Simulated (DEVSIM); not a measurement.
Device: Co/SiO2/p-GaAs capacitor, at 300 K.

```
layer (left to right)  material  thickness (nm)  Na (cm⁻³)
---------------------  --------  --------------  ---------
1                          SiO2            30.0          -
2                          GaAs           11000     1.6e15
```

Metal gate on the left, work function 5 eV. Fixed charge at the semiconductor interface -1.7e11 cm⁻² (in units of +e); no interface traps.

The device is made up for the run: typed textbook-type constants, with dimensions and the other settings drawn at random. Values at 300 K.

```
parameter      SiO2    GaAs
-------------  ----  ------
gap (eV)          9   1.424
affinity (eV)   0.9    4.07
permittivity    3.9    12.9
Nc (cm⁻³)         -  4.7e17
Nv (cm⁻³)         -    9e18
```

DEVSIM, 1D Poisson equation in equilibrium, Boltzmann statistics, complete ionisation; no quantum confinement or tunnelling. Metal contacts follow the ideal Schottky-Mott rule: no Fermi-level pinning, no interface dipoles.

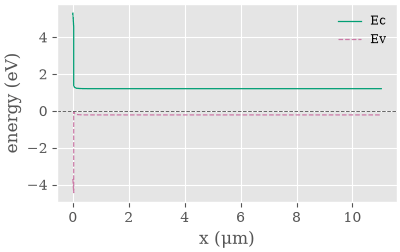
*Band edges at -1.2 V on the gate*

Energies count from the Fermi level of the right contact; mesh points crowd at the junctions.

```
x (μm)    Ec (eV)  Ev (eV)  n (cm⁻³)  p (cm⁻³)  field (V/cm)
--------  -------  -------  --------  --------  ------------
0.000       5.300   -3.700     < 1e2     < 1e2       -250000
0.001858    5.253   -3.747     < 1e2     < 1e2       -250000
0.006455    5.138   -3.862     < 1e2     < 1e2       -250000
0.01735     4.864   -4.136     < 1e2     < 1e2       -250000
0.02702     4.620   -4.380     < 1e2     < 1e2       -250000
0.02954     4.557   -4.443     < 1e2     < 1e2       -250000
0.03105     1.366   -0.058     < 1e2    9.5e17        -83000
0.03685     1.332   -0.092     < 1e2    2.6e17        -42000
0.05024     1.294   -0.130     < 1e2    6.0e16        -20000
0.08604     1.253   -0.171     < 1e2    1.2e16         -7200
0.1817      1.218   -0.206     < 1e2    3.1e15         -1800
0.5830      1.201   -0.223     < 1e2    1.6e15           -34
1.510       1.201   -0.223     < 1e2    1.6e15           ≈ 0
3.986       1.201   -0.223     < 1e2    1.6e15           ≈ 0
8.973       1.201   -0.223     < 1e2    1.6e15           ≈ 0
10.26       1.201   -0.223     < 1e2    1.6e15           ≈ 0
10.73       1.201   -0.223     < 1e2    1.6e15           ≈ 0
10.92       1.201   -0.223     < 1e2    1.6e15           ≈ 0
11.00       1.201   -0.223     < 1e2    1.6e15           ≈ 0
11.02       1.201   -0.223     < 1e2    1.6e15           ≈ 0
11.03       1.201   -0.223     < 1e2    1.6e15           ≈ 0
11.03       1.201   -0.223     < 1e2    1.6e15           ≈ 0
```
